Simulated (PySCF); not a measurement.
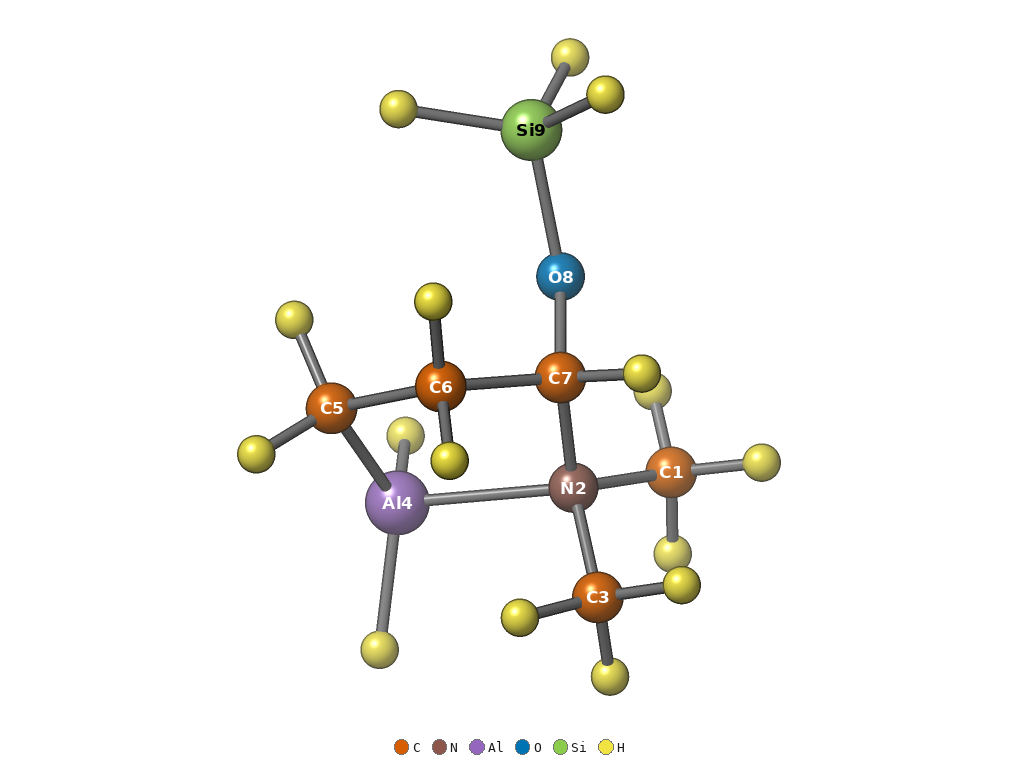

Atoms fade into the background with distance from the viewer. The computed structure is the end point of a PBE0-D3(BJ)/def2-SVP optimisation. No frequency run is at hand to confirm it as a minimum.

Q: What is the conformation of the ring N2–Al4–C5–C6–C7?

A: It is an envelope, with C7 as the flap. The Cremer–Pople amplitude Q is 0.45 Å.

Q: Give the torsion angles round the ring, beginning with the bond from its second to its third atom.

A: −4°, 30°, −53°, 45°, −23°.
